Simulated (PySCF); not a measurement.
# SiGe₂H₈: geometry, electronic excitations

Aim: predict the electronic excitations of SiGe₂H₈ (`[SiH3][GeH2][GeH3]`).

Computed with PySCF 2.14.0, with density-fitted response routines of our own, on a single molecule in the gas phase. Atoms count from 0, in the outputs and in this text.

### 1 The starting structure

11 atoms, charge 0, multiplicity 1; geometry from: GFN2-xTB. The atoms were then displaced at random by about 0.01 Å, so the start is not that level's minimum.

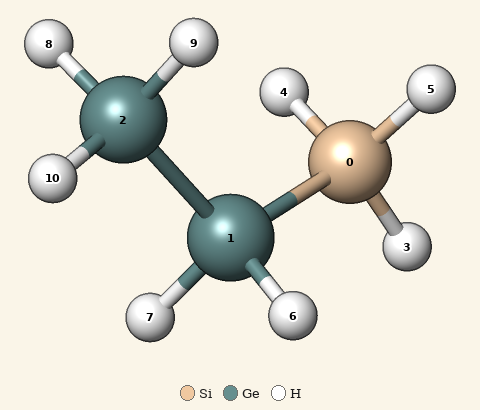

As it starts; silicon light orange, germanium teal, hydrogen white, atoms numbered.

### 2 Optimising the geometry at PBE0-D3(BJ)/def2-SVP

Job settings and geometry (Å):

```
{"job": {"xc": "PBE0", "basis": "def2-SVP", "d3": "d3bj", "grid": 1, "shake": 0.01, "kind": "geom"}, "charge": 0, "multiplicity": 1}
Si     1.985890     0.743100    -0.005950
Ge     0.225600    -0.814450    -0.106250
Ge    -2.054540    -0.089920     0.076870
H      3.298940     0.116120    -0.153050
H      1.809320     1.736970    -1.101600
H      1.923170     1.485980     1.265840
H      0.412210    -1.901030     0.936240
H      0.309420    -1.639910    -1.372660
H     -2.457100     0.895740    -0.955920
H     -2.345330     0.625690     1.380870
H     -3.069470    -1.184120     0.019950
```

The run is started by

```
> OMP_NUM_THREADS=1 python probes_run.py task.json out
```

The driver reads the jobs from task.json and runs them one after another.

Standard output:

```text
step   0  E = -4447.03615840  max force = 0.018232
step   1  E = -4447.04265265  max force = 0.008758
step   2  E = -4447.04314772  max force = 0.003703
step   3  E = -4447.04331970  max force = 0.000802
step   4  E = -4447.04335860  max force = 0.000740
step   5  E = -4447.04338034  max force = 0.000413
step   6  E = -4447.04338911  max force = 0.000304
optimisation converged
```

It took 74 s on 1 thread of Arm Neoverse N1, shared host; peak memory 0.51 GiB.

The steps of the relaxation:

```tsv
step	energy from step 0 (eV)	largest force component (eV/Å)
0	0.0000	0.9375
1	-0.1767	0.4504
2	-0.1902	0.1904
3	-0.1949	0.0412
4	-0.1959	0.0381
5	-0.1965	0.0212
6	-0.1968	0.0156
```

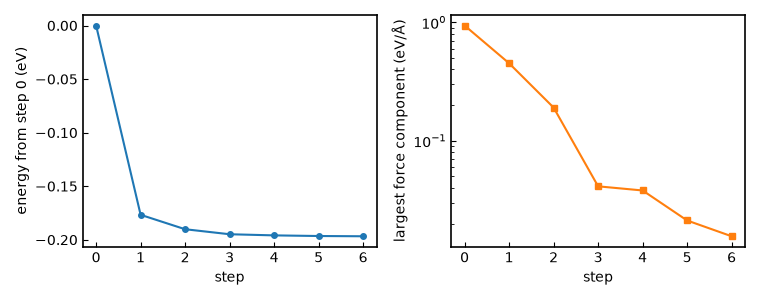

Energy and largest force along the relaxation.

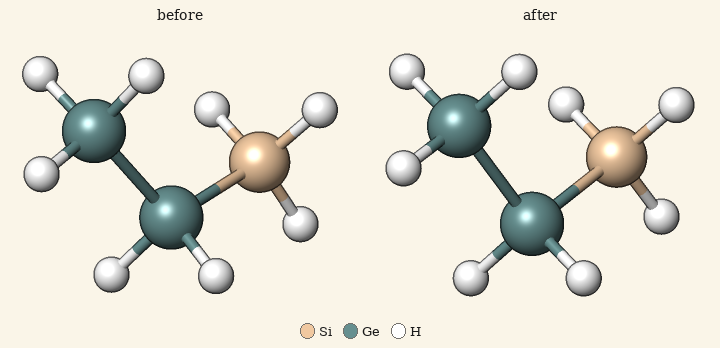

The geometry before (left) and after (right).

Distances of close pairs at the start and the end, largest changes first:

```tsv
bond	before (Å)	after (Å)	change (Å)
Ge2–H8	1.483	1.541	+0.057
Ge2–H10	1.494	1.540	+0.047
Si0–H3	1.462	1.495	+0.033
Ge1–H7	1.514	1.543	+0.029
Si0–Ge1	2.353	2.381	+0.028
Ge1–H6	1.517	1.542	+0.025
Ge1–Ge2	2.399	2.425	+0.025
Ge2–H9	1.516	1.540	+0.025
```

The next job starts from the end point, and lists it.

```tsv
at the end point	value
point group (found at 0.08 Å tolerance)	Cs
rotational constants (GHz, main isotopes)	5.312, 1.234, 1.040
dipole moment (D)	0.06
```

### 3 Ultraviolet spectrum: PBE0/def2-TZVPD

Job settings and geometry (Å):

```
{"job": {"kind": "uv", "xc": "PBE0", "basis": "def2-TZVPD"}, "charge": 0, "multiplicity": 1}
Si     1.864206     0.747682    -0.011175
Ge     0.220849    -0.972690    -0.103810
Ge    -2.004099    -0.028490     0.086821
H      3.242897     0.184245    -0.140495
H      1.633877     1.722261    -1.121414
H      1.759358     1.472920     1.292156
H      0.453821    -1.983542     1.037633
H      0.338899    -1.728967    -1.443489
H     -2.246340     0.975499    -1.056521
H     -2.146455     0.713910     1.429093
H     -3.079475    -1.129116     0.015558
```

Method: TDDFT PBE0/def2-TZVPD, vertical, gas phase, core orbitals frozen in the response.

Standard output:

```text
coarse grid: 41024 points
cycle   1  E = -4447.6151434383  dE = -1.398e+00  |g| = 8.464e-01  |ddm| = 2.600e+00
cycle   2  E = -4447.5997641919  dE =  1.538e-02  |g| = 9.572e-01  |ddm| = 9.958e-01
cycle   3  E = -4447.6616844346  dE = -6.192e-02  |g| = 2.751e-02  |ddm| = 5.548e-01
cycle   4  E = -4447.6618254147  dE = -1.410e-04  |g| = 1.249e-02  |ddm| = 3.864e-02
cycle   5  E = -4447.6618700334  dE = -4.462e-05  |g| = 2.670e-03  |ddm| = 1.457e-02
cycle   6  E = -4447.6618709029  dE = -8.695e-07  |g| = 6.809e-04  |ddm| = 2.081e-03
final grid: 80984 points
cycle   7  E = -4447.6618482047  dE = -6.732e-08  |g| = 8.065e-04  |ddm| = 3.904e-03
cycle   8  E = -4447.6618481827  dE =  2.203e-08  |g| = 9.858e-04  |ddm| = 1.138e-03
cycle   9  E = -4447.6618482726  dE = -8.992e-08  |g| = 4.970e-05  |ddm| = 6.039e-04
cycle  10  E = -4447.6618482730  dE = -4.475e-10  |g| = 3.455e-06  |ddm| = 4.811e-05
converged SCF energy = -4447.6618482730

Static polarisability (au): isotropic 101.993, principal 84.767 95.927 125.285

Singlet excitations
state   eV       nm        f      main configurations
  1   6.6695    185.9   0.04925   H->L+1 0.72, H->L 0.25
  2   6.7621    183.4   0.41978   H->L 0.63, H->L+1 0.26
  3   6.8823    180.1   0.00070   H->L+3 0.97
  4   7.0053    177.0   0.04161   H->L+2 0.81, H-1->L+1 0.08
  5   7.1535    173.3   0.09484   H->L+4 0.85
  6   7.2158    171.8   0.03837   H-1->L 0.79
  7   7.3391    168.9   0.00418   H->L+5 0.93
  8   7.3769    168.1   0.11335   H-1->L+1 0.82, H-1->L 0.08
  9   7.5601    164.0   0.21741   H-1->L+2 0.64, H->L+6 0.27
 10   7.6899    161.2   0.03461   H-1->L+3 0.61, H-2->L 0.27

Triplet excitations (Tamm-Dancoff, eV): 5.7578 6.2459 6.2741 6.3129
```

It took 54 s on 1 thread of Arm Neoverse N1, shared host; peak memory 0.87 GiB.

The orbitals next to the gap, with their largest atomic shares:

```tsv
orbital	eV	atoms
HOMO−3	-9.73	Ge2 33 %, H10 24 %, Si0 11 %
HOMO−2	-9.28	Ge1 25 %, Ge2 16 %, H6 14 %
HOMO−1	-8.53	Ge1 32 %, Si0 18 %, Ge2 14 %
HOMO	-7.86	Ge1 31 %, Ge2 24 %, Si0 21 %
LUMO	-0.27	Ge2 24 %, Si0 22 %, Ge1 17 %
LUMO+1	-0.10	Ge1 23 %, Si0 20 %, Ge2 18 %
LUMO+2	0.12	Si0 28 %, Ge1 20 %, Ge2 14 %
```

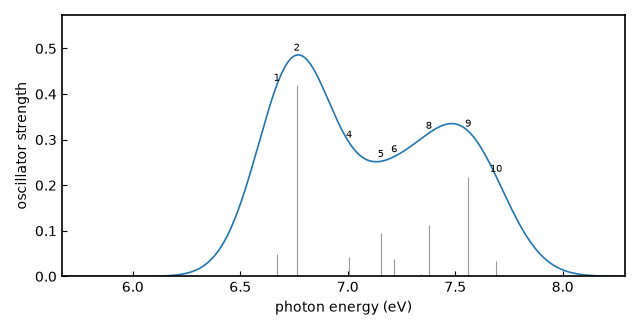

Absorption spectrum from the 10 singlet states computed; above the last one it falls off for lack of states. Lines are broadened to a width of 0.40 eV (Gaussian).

Ground-state properties from the same run:

```tsv
property	computed
dipole moment (D)	0.07
polarisability (Å³)	15.11
HOMO–LUMO gap (eV)	7.59
−ε(HOMO) (eV)	7.86
```

### 4 Results

| quantity | value |
| --- | --- |
| point group | Cs |
| rotational constants (main isotopes) | 5.31, 1.23, 1.04 GHz |
| lowest singlet (PBE0/def2-TZVPD) | 6.67 eV (186 nm), f = 0.049 |
| brightest single state of those computed | state 2, 6.76 eV, f = 0.420 |
| lowest triplet | 5.76 eV |

In words: The optimisation took 6 steps and gained 0.197 eV; among the close pairs (by a distance rule), Ge2–H8 changed most, from 1.483 to 1.541 Å. The lowest singlet, at 6.67 eV, is HOMO→LUMO+1 0.72, HOMO→LUMO 0.25 and is weak; of the 10 states computed, the strongest absorption comes from state 2 at 6.76 eV. The lowest triplet lies 0.91 eV below the lowest singlet (triplets in Tamm-Dancoff, singlets in full TDDFT).
